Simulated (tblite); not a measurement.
**C2H10NO2Si2: geometry relaxation (part 1 of 4)**

The run: geometry relaxation of C2H10NO2Si2, multiplicity 2. Method and program: GFN2-xTB geometry optimisation, gas phase (tblite 0.8.0).

It belongs to a series of runs on one base structure; here: H removed from Si.

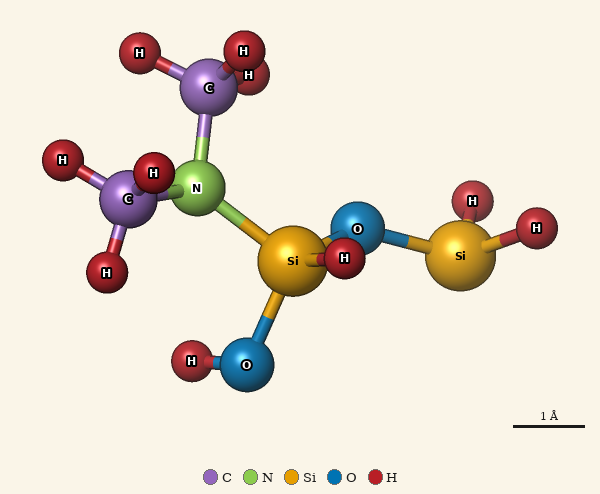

Figure 1. The structure as given in the input (ball-and-stick view, seen at a tilt). Bond lengths as drawn: C–H 1.09 to 1.11 Å, C–N 1.46 to 1.47 Å, H–O 0.97 Å, H–Si 1.48 to 1.49 Å, N–Si 1.72 Å and O–Si 1.63 to 1.66 Å.

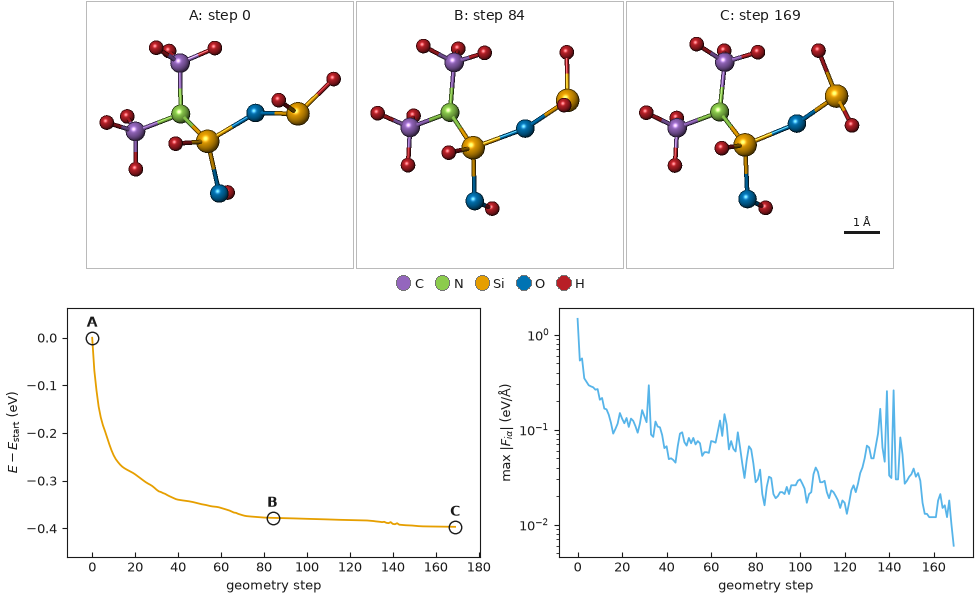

Figure 2. Frames of the relaxation (ball-and-stick view, seen at a tilt) above the curves, on which the letters mark them (steps are counted from 0).

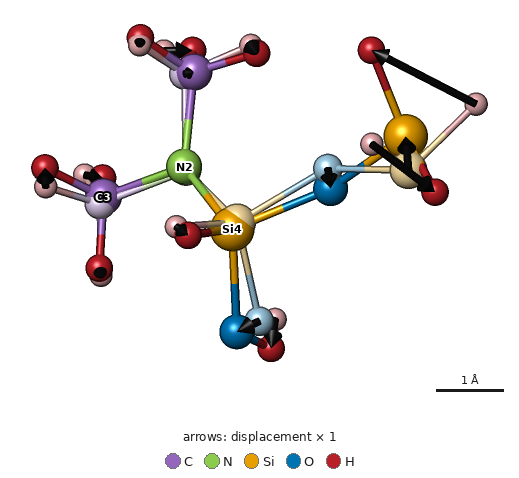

Figure 3. Start (faint) and end (solid) with the displacements as black arrows, at true length (ball-and-stick view, seen at a tilt). The two geometries are laid on each other by the best rigid fit. Over 169 geometry steps the energy falls by 0.397 eV. Largest force component: 1.5 eV/Å at the start, 0.006 eV/Å at the end. The largest move after the best rigid fit is that of H16, 1.81 Å. Largest moves by element: H 1.81 Å, Si 0.67 Å, O 0.40 Å, C 0.17 Å, N 0.11 Å. Among the contacts that change: O6–Si7 1.661 → 1.617 Å, Si7–H17 1.490 → 1.456 Å, N2–C3 1.474 → 1.442 Å, Si4–H14 1.485 → 1.457 Å. Among the angles that change: Si4–O6–Si7 138.6° → 152.7°, O5–Si4–H14 111.3° → 101.8°, N2–Si4–H14 110.1° → 118.5°. (Atoms are counted from 1 in the order of the input.)

The input and output of the run follow.

### The input
```
{"job": {"kind": "relax", "xc": "GFN2-xTB", "basis": "xTB"}, "charge": 0, "multiplicity": 2}
C     -1.468600     0.662400     0.631300
N     -0.821900    -0.418600    -0.113600
C     -1.494000    -1.683200     0.234300
Si     0.880900    -0.399700    -0.342200
O      1.105700    -1.351200    -1.659000
O      1.329600     1.138500    -0.653800
Si     2.726900     2.006400    -0.881700
H     -1.147400     1.654700     0.278000
H     -1.267000     0.604800     1.709200
H     -2.568200     0.639000     0.491800
H     -1.180400    -2.503300    -0.420100
H     -1.324800    -1.977900     1.273200
H     -2.591200    -1.590800     0.091400
H      1.561400    -0.961400     0.852100
H      0.382600    -1.247900    -2.304600
H      2.376500     3.397700    -1.238800
H      3.492800     2.042600     0.395600
```

The first line tells a small driver script what to run in tblite; the rest is the geometry in Å.

Run as:
```bash
OMP_NUM_THREADS=1 python <driver script> task.json out
```

### The program's output
```
step      E/eV     max force
  0    -653.05892    1.660
  1    -653.12764    0.539
  2    -653.16919    0.604
  3    -653.20320    0.405
  4    -653.22590    0.382
  5    -653.24241    0.303
  6    -653.25520    0.318
  7    -653.26912    0.299
  8    -653.28262    0.288
  9    -653.29506    0.289
 10    -653.30554    0.236
 11    -653.31363    0.228
 12    -653.31969    0.219
 13    -653.32505    0.184
 14    -653.32937    0.152
 15    -653.33258    0.119
 16    -653.33526    0.128
 17    -653.33763    0.140
 18    -653.33993    0.136
 19    -653.34248    0.154
 20    -653.34542    0.135
 21    -653.34865    0.135
 22    -653.35208    0.161
 23    -653.35551    0.136
 24    -653.35883    0.132
 25    -653.36204    0.143
 26    -653.36477    0.133
 27    -653.36721    0.115
 28    -653.37005    0.126
 29    -653.37374    0.178
 30    -653.37776    0.188
 31    -653.38105    0.135
 32    -653.38252    0.298
 33    -653.38474    0.104
 34    -653.38643    0.095
 35    -653.38905    0.133
 36    -653.39136    0.126
 37    -653.39335    0.106
 38    -653.39557    0.096
 39    -653.39747    0.077
 40    -653.39863    0.078
 41    -653.39940    0.069
 42    -653.40005    0.060
 43    -653.40065    0.056
 44    -653.40127    0.061
 45    -653.40193    0.072
 46    -653.40271    0.093
 47    -653.40366    0.097
 48    -653.40482    0.086
 49    -653.40608    0.081
 50    -653.40726    0.112
 51    -653.40815    0.077
 52    -653.40897    0.088
 53    -653.40978    0.073
 54    -653.41098    0.079
 55    -653.41199    0.077
 56    -653.41277    0.059
 57    -653.41324    0.062
 58    -653.41372    0.068
 59    -653.41457    0.076
 60    -653.41586    0.083
 61    -653.41726    0.081
 62    -653.41862    0.085
 63    -653.42007    0.101
 64    -653.42149    0.138
 65    -653.42345    0.090
 66    -653.42560    0.161
 67    -653.42628    0.131
 68    -653.42834    0.083
 69    -653.42979    0.096
 70    -653.43114    0.077
 71    -653.43235    0.083
 72    -653.43313    0.112
 73    -653.43365    0.082
 74    -653.43397    0.059
 75    -653.43436    0.035
 76    -653.43484    0.049
 77    -653.43520    0.073
 78    -653.43547    0.068
 79    -653.43574    0.049
 80    -653.43610    0.035
 81    -653.43633    0.032
 82    -653.43648    0.042
 83    -653.43659    0.022
 84    -653.43669    0.019
 85    -653.43677    0.028
 86    -653.43687    0.035
 87    -653.43699    0.033
 88    -653.43713    0.024
 89    -653.43727    0.023
 90    -653.43737    0.024
 91    -653.43745    0.029
 92    -653.43755    0.025
 93    -653.43770    0.025
 94    -653.43789    0.027
 95    -653.43807    0.024
 96    -653.43820    0.026
 97    -653.43831    0.026
 98    -653.43844    0.030
 99    -653.43860    0.033
100    -653.43875    0.033
101    -653.43886    0.029
102    -653.43895    0.027
103    -653.43903    0.021
104    -653.43911    0.024
105    -653.43920    0.023
106    -653.43932    0.034
107    -653.43947    0.040
108    -653.43967    0.038
109    -653.43990    0.033
110    -653.44009    0.030
111    -653.44025    0.031
112    -653.44038    0.023
113    -653.44053    0.022
114    -653.44067    0.023
115    -653.44081    0.024
116    -653.44091    0.023
117    -653.44100    0.021
118    -653.44109    0.019
119    -653.44118    0.019
120    -653.44124    0.018
121    -653.44129    0.015
122    -653.44134    0.018
123    -653.44143    0.024
124    -653.44155    0.027
125    -653.44168    0.030
126    -653.44182    0.032
127    -653.44199    0.037
128    -653.44224    0.051
129    -653.44255    0.058
130    -653.44294    0.072
131    -653.44340    0.068
132    -653.44407    0.064
133    -653.44443    0.064
134    -653.44502    0.093
135    -653.44570    0.120
136    -653.44500    0.205
137    -653.44712    0.065
138    -653.44787    0.047
139    -653.44563    0.320
140    -653.44945    0.041
141    -653.45007    0.039
142    -653.44798    0.279
143    -653.45107    0.035
144    -653.45149    0.034
145    -653.45193    0.108
146    -653.45221    0.057
147    -653.45235    0.029
148    -653.45259    0.031
149    -653.45282    0.033
150    -653.45327    0.042
151    -653.45368    0.060
152    -653.45409    0.043
153    -653.45437    0.041
154    -653.45453    0.042
155    -653.45466    0.019
156    -653.45475    0.017
157    -653.45482    0.017
158    -653.45485    0.016
159    -653.45491    0.015
160    -653.45495    0.015
161    -653.45501    0.018
162    -653.45508    0.023
163    -653.45518    0.025
164    -653.45530    0.020
165    -653.45540    0.022
166    -653.45546    0.015
167    -653.45549    0.021
168    -653.45553    0.011
169    -653.45555    0.007
```

### Trajectory as extended XYZ (Å, eV, eV/Å), 48 of the 170 frames kept, from step=0 to step=169
```
17
Properties=species:S:1:pos:R:3:forces:R:3 step=0 energy=-653.05892
C    -1.4686    0.6624    0.6313   -0.2140   0.3370  -0.2310
N    -0.8219   -0.4186   -0.1136   -1.4720   0.0780   0.7630
C    -1.4940   -1.6832    0.2343   -0.1690   0.2310  -0.5600
Si    0.8809   -0.3997   -0.3422    0.0530  -0.2660   0.1040
O     1.1057   -1.3512   -1.6590   -0.4740   0.3010  -0.1610
O     1.3296    1.1385   -0.6538    0.5530   0.0060   0.0340
Si    2.7269    2.0064   -0.8817   -0.2160   0.1770   0.5770
H    -1.1474    1.6547    0.2780    0.2050  -0.5170   0.0240
H    -1.2670    0.6048    1.7092   -0.0150  -0.0420  -0.0930
H    -2.5682    0.6390    0.4918    0.4790  -0.2020  -0.0070
H    -1.1804   -2.5033   -0.4201    0.2690   0.3050   0.1370
H    -1.3248   -1.9779    1.2732    0.0970   0.0580   0.0010
H    -2.5912   -1.5908    0.0914    0.5310   0.1960   0.0540
H     1.5614   -0.9614    0.8521    0.1220   0.2080  -0.5930
H     0.3826   -1.2479   -2.3046    0.6900  -0.2230   0.4060
H     2.3765    3.3977   -1.2388   -0.1890  -0.4400  -0.0290
H     3.4928    2.0426    0.3956   -0.2510  -0.2080  -0.4260
17
Properties=species:S:1:pos:R:3:forces:R:3 step=4 energy=-653.22590
C    -1.4849    0.6764    0.6408    0.0200  -0.0380   0.0210
N    -0.8732   -0.4042   -0.0866    0.1650   0.0240  -0.1500
C    -1.4993   -1.6703    0.2251    0.0350   0.0310   0.0560
Si    0.8339   -0.3982   -0.3331    0.0590   0.0780  -0.0320
O     1.0990   -1.3302   -1.6378   -0.0110  -0.0810   0.0320
O     1.3656    1.1106   -0.6404   -0.1370  -0.0370   0.1040
Si    2.7101    2.0198   -0.8417   -0.0120  -0.1830  -0.1910
H    -1.1147    1.6235    0.2683    0.1020   0.0790  -0.0400
H    -1.2732    0.6074    1.7084   -0.0600   0.0710   0.2310
H    -2.5580    0.6265    0.4898   -0.2740   0.1200   0.0230
H    -1.1430   -2.4705   -0.4182    0.1620   0.1390  -0.0830
H    -1.3192   -1.9715    1.2619    0.0150  -0.0110   0.0930
H    -2.5734   -1.5718    0.0900   -0.1920  -0.0150  -0.0650
H     1.5830   -0.9441    0.7915    0.1600  -0.0250  -0.1200
H     0.4160   -1.2690   -2.3037    0.1110  -0.1190  -0.1120
H     2.3448    3.3602   -1.2458   -0.3150   0.0820  -0.0880
H     3.4795    2.0174    0.3746    0.1740  -0.1150   0.3200
17
Properties=species:S:1:pos:R:3:forces:R:3 step=7 energy=-653.26912
C    -1.4936    0.6826    0.6508   -0.0400   0.1080  -0.0130
N    -0.8819   -0.3925   -0.0869   -0.0880   0.0210   0.1700
C    -1.5001   -1.6609    0.2273   -0.0370   0.0100  -0.0690
Si    0.8188   -0.3935   -0.3329    0.1730  -0.1070  -0.0490
O     1.0974   -1.3339   -1.6233    0.0020  -0.1720  -0.1060
O     1.3657    1.1006   -0.6212   -0.1040   0.2800  -0.0090
Si    2.7063    2.0085   -0.8389    0.1160   0.0630   0.0860
H    -1.0890    1.6160    0.2620   -0.1380   0.0240   0.1420
H    -1.2868    0.6186    1.7302   -0.0990   0.0450  -0.1130
H    -2.5796    0.6389    0.4934    0.1740   0.1800   0.0630
H    -1.1045   -2.4350   -0.4272   -0.0350   0.0410   0.0040
H    -1.3157   -1.9679    1.2650   -0.0460   0.0380  -0.0250
H    -2.5829   -1.5667    0.0810    0.1350  -0.1210  -0.0210
H     1.6173   -0.9409    0.7468    0.1380  -0.1150   0.0610
H     0.4461   -1.2958   -2.3210    0.0900  -0.0720  -0.0720
H     2.2861    3.3448   -1.2586   -0.1580  -0.1790   0.0480
H     3.4894    1.9891    0.3967   -0.0820  -0.0440  -0.0970
17
Properties=species:S:1:pos:R:3:forces:R:3 step=11 energy=-653.31363
C    -1.5009    0.7042    0.6620    0.0960   0.0210   0.0100
N    -0.8788   -0.3751   -0.0632    0.1790   0.0290   0.0020
C    -1.4971   -1.6482    0.2241    0.0970   0.0240   0.0120
Si    0.8298   -0.3960   -0.3430   -0.0500   0.0300   0.0240
O     1.0993   -1.3701   -1.6198   -0.0010   0.0630   0.1000
O     1.3394    1.1282   -0.6029   -0.0390  -0.1920  -0.0510
Si    2.7094    2.0023   -0.8248   -0.2160  -0.0700   0.0150
H    -1.0879    1.6301    0.2833   -0.0010   0.2060   0.0610
H    -1.3201    0.6410    1.7398    0.0210   0.0140   0.0880
H    -2.5809    0.6908    0.5049   -0.0170   0.0100  -0.1030
H    -1.0724   -2.3958   -0.4377   -0.0260  -0.1090   0.0150
H    -1.3240   -1.9585    1.2620   -0.0330  -0.0340  -0.0120
H    -2.5758   -1.5864    0.0633    0.0190   0.0160  -0.0620
H     1.6785   -0.9614    0.7072   -0.0610  -0.0060  -0.1170
H     0.4944   -1.3378   -2.3582    0.0620   0.0100   0.0040
H     2.1927    3.2933   -1.2606   -0.0030  -0.0290   0.0530
H     3.4875    1.9515    0.4068   -0.0250   0.0170  -0.0390
17
Properties=species:S:1:pos:R:3:forces:R:3 step=14 energy=-653.32937
C    -1.4934    0.7194    0.6679   -0.0180   0.0550   0.0270
N    -0.8640   -0.3643   -0.0471   -0.1270   0.0050  -0.0040
C    -1.4857   -1.6406    0.2215   -0.0480  -0.0160  -0.0060
Si    0.8292   -0.3984   -0.3432    0.0240  -0.1310   0.0290
O     1.0997   -1.3779   -1.6092    0.0250  -0.0460  -0.0390
O     1.3236    1.1186   -0.6052   -0.0890  -0.0020  -0.0570
Si    2.6845    1.9930   -0.8142    0.0070  -0.0710  -0.0990
H    -1.0899    1.6603    0.3034    0.0530   0.0020   0.0600
H    -1.3306    0.6515    1.7495    0.0220   0.0250   0.0450
H    -2.5740    0.7116    0.4950    0.0520  -0.0440  -0.0830
H    -1.0648   -2.3954   -0.4375    0.0480   0.0040   0.0350
H    -1.3319   -1.9590    1.2579    0.0160  -0.0320   0.0450
H    -2.5639   -1.5911    0.0480    0.0180   0.1050  -0.0610
H     1.6946   -0.9721    0.6788    0.0090  -0.0490   0.0140
H     0.5231   -1.3518   -2.3701    0.0520   0.0380   0.0290
H     2.1568    3.2682   -1.2526   -0.0460   0.1440   0.0130
H     3.4797    1.9400    0.4001    0.0020   0.0120   0.0510
17
Properties=species:S:1:pos:R:3:forces:R:3 step=18 energy=-653.33993
C    -1.4885    0.7334    0.6771    0.0290  -0.0770  -0.0170
N    -0.8645   -0.3577   -0.0378    0.1160  -0.0280   0.0180
C    -1.4854   -1.6370    0.2230   -0.0070   0.0340   0.0220
Si    0.8279   -0.4161   -0.3401    0.0290   0.0500  -0.0200
O     1.1084   -1.3950   -1.6054   -0.0020  -0.0350   0.0350
O     1.2985    1.1090   -0.6191    0.0470  -0.0240  -0.0300
Si    2.6646    1.9811   -0.8238   -0.0510   0.0730   0.0080
H    -1.0793    1.6792    0.3288    0.0700  -0.0800  -0.0020
H    -1.3354    0.6632    1.7615   -0.0410  -0.0150  -0.0170
H    -2.5616    0.7194    0.4741   -0.0260   0.0290   0.0250
H    -1.0519   -2.3925   -0.4291    0.0100   0.0620   0.0210
H    -1.3376   -1.9636    1.2601   -0.0620   0.0320  -0.0110
H    -2.5567   -1.5752    0.0262   -0.0540   0.0070   0.0030
H     1.7081   -0.9920    0.6672   -0.0060  -0.0290   0.0280
H     0.5491   -1.3515   -2.3769    0.0220   0.0340  -0.0230
H     2.1292    3.2719   -1.2397    0.0230  -0.0260   0.0540
H     3.4681    1.9354    0.3971   -0.0980  -0.0060  -0.0940
17
Properties=species:S:1:pos:R:3:forces:R:3 step=22 energy=-653.35208
C    -1.4758    0.7326    0.6838    0.0240   0.0600   0.0120
N    -0.8442   -0.3591   -0.0168   -0.0330   0.0010   0.0490
C    -1.4916   -1.6241    0.2277    0.0260  -0.0270  -0.0340
Si    0.8405   -0.4337   -0.3393    0.0380  -0.0480   0.0410
O     1.1161   -1.4283   -1.5949   -0.0780   0.0220   0.0010
O     1.2807    1.0921   -0.6497    0.0330  -0.0290  -0.0180
Si    2.6293    1.9864   -0.8422    0.0270  -0.0100  -0.0770
H    -1.0399    1.6722    0.3584    0.0470   0.0080  -0.0750
H    -1.3540    0.6683    1.7716   -0.0370  -0.1040   0.0280
H    -2.5460    0.7345    0.4538    0.0580   0.0330   0.0140
H    -1.0337   -2.3718   -0.4120   -0.0630  -0.0800  -0.0520
H    -1.3669   -1.9582    1.2639   -0.1100   0.0470   0.0450
H    -2.5593   -1.5487    0.0004    0.0660  -0.0340   0.0280
H     1.7210   -1.0253    0.6647   -0.0270   0.0600  -0.0280
H     0.5917   -1.3371   -2.3881    0.0630   0.0030   0.0110
H     2.1000    3.2836   -1.2080   -0.0860   0.1330  -0.0270
H     3.4251    1.9285    0.3696    0.0510  -0.0340   0.0820
```
